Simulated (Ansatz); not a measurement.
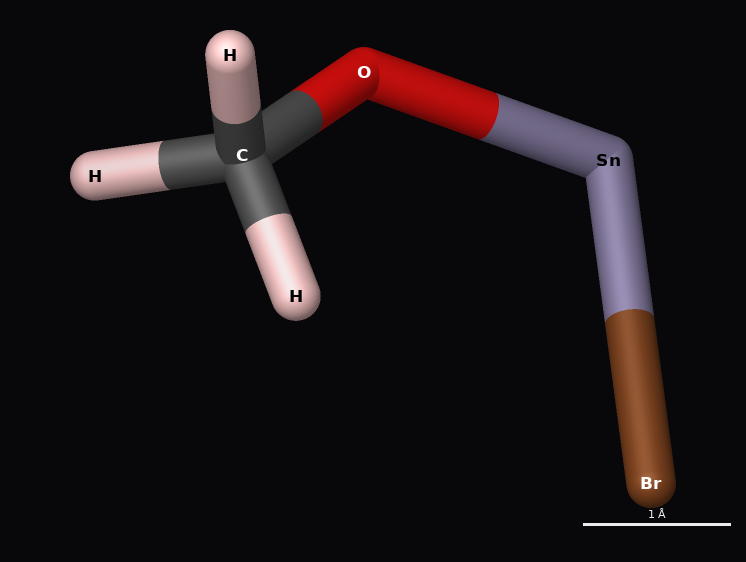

A stick model of a molecule. Every bond is drawn as one stick, whatever its order.

The computed structure is the end point of a PBE0-D4/def2-TZVP optimisation.

> Which formula does it have?

CH3BrOSn, 7 atoms: 1 carbon, 3 hydrogen, 1 bromine, 1 oxygen and 1 tin.

> What is the point group of this geometry?

Cs.

> What is its SMILES?

C[O][Sn][Br]

> Count the bonded pairs by element.

3 C–H, 1 C–O, 1 O–Sn, 1 Br–Sn.

More results for the same structure follow; atom numbers are the same in all pictures, views and colours differ.

**Thermal motion**

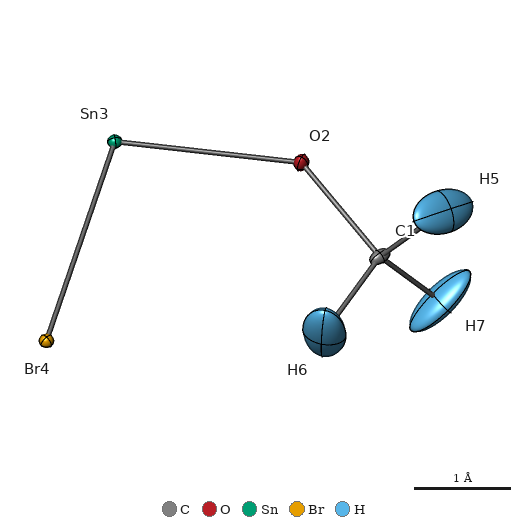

Displacement ellipsoids at the 50 % level, from the internal vibrations of the free molecule (harmonic, no overall translation or rotation; no half-axis is drawn under 0.075 Å). Vibrations computed with RKS PBE0-D4/def2-TZVP, core potentials on Sn (Ansatz 0.2.0). Temperature: 0 K (zero-point motion alone).

List U_eq and the three principal root-mean-square amplitudes for each kind of atom.

```
  atom  U_eq (Å²)   rms amplitudes (Å)
    C1     0.0032  0.042, 0.045, 0.077
    O2     0.0031  0.035, 0.057, 0.070
   Sn3    0.00017  0.007, 0.012, 0.018
   Br4    0.00036  0.005, 0.018, 0.027
H5, H7     0.0355  0.084, 0.145, 0.280
    H6     0.0362  0.095, 0.147, 0.279
```

**Levels of theory compared**

Program: Ansatz 0.2.0.

At this fixed geometry, give HOMO–LUMO gap (eV) at these levels: BHLYP-D4/def2-TZVPP; CAM-B3LYP-D4/def2-TZVPP; HSE06-D4/def2-TZVPP; PBE-D4/def2-TZVPP; PBE0-D4/def2-QZVPP; PBE0-D4/def2-SVP; SPW92 (LDA)/def2-TZVPP; r2SCANh-D4/def2-TZVPP; ωB97M-V/def2-SVP.

```csv
level,HOMO–LUMO gap (eV)
BHLYP-D4/def2-TZVPP,6.78
CAM-B3LYP-D4/def2-TZVPP,7.30
HSE06-D4/def2-TZVPP,4.41
PBE-D4/def2-TZVPP,3.40
PBE0-D4/def2-QZVPP,5.16
PBE0-D4/def2-SVP,5.15
SPW92 (LDA)/def2-TZVPP,3.37
r2SCANh-D4/def2-TZVPP,4.42
ωB97M-V/def2-SVP,8.98
```

**Charges**

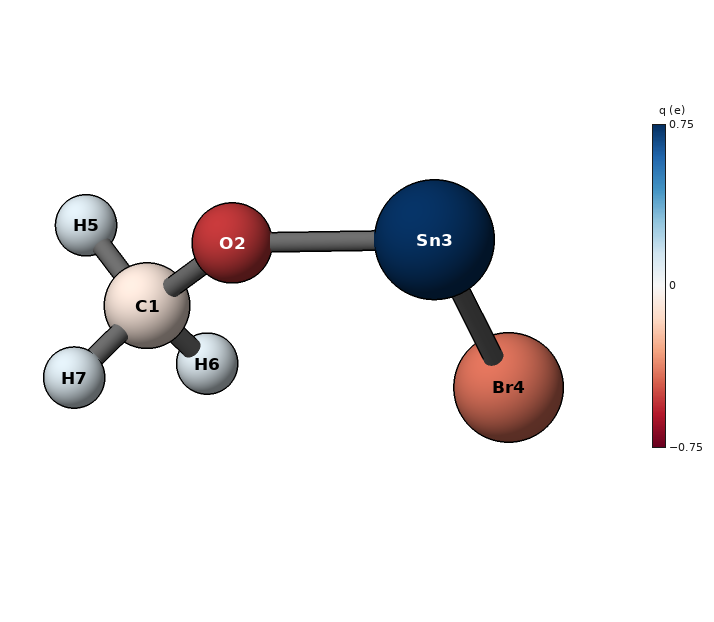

Atoms are coloured by their Mulliken charges. Method: RKS B3LYP-D4/def2-TZVPP, core potentials on Sn (Ansatz 0.2.0).

> Which atom carries the highest charge (most positive or least negative)?

Sn3 (0.74 e).

> And the lowest?

O2 (−0.53 e).

List the Mulliken charges.

| atom | value (e) |
| --- | --- |
| C1 | −0.08 |
| O2 | −0.53 |
| Sn3 | 0.74 |
| Br4 | −0.41 |
| H5 | 0.10 |
| H6 | 0.09 |
| H7 | 0.10 |

Mulliken values depend strongly on the basis set and can even reverse the polarity of a bond.
